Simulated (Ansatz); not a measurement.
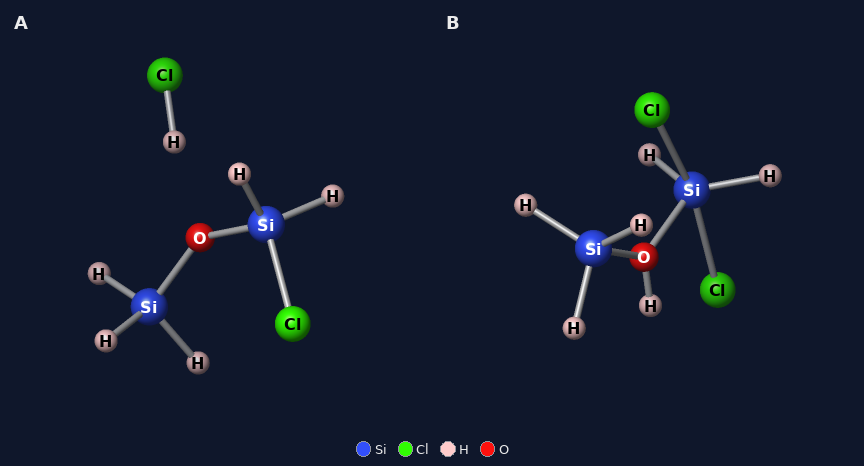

2 stationary structures of one formula. Geometries: PBE0-D4/def2-TZVP. Electronic energies: PBE0-D4/def2-TZVP (Ansatz 0.2.0), without zero-point energy. Each is one conformer, not always the lowest.

Question: Rank them by energy, lowest first.

Answer: A is lowest (a minimum); B lies 0.676 eV above it (a minimum).
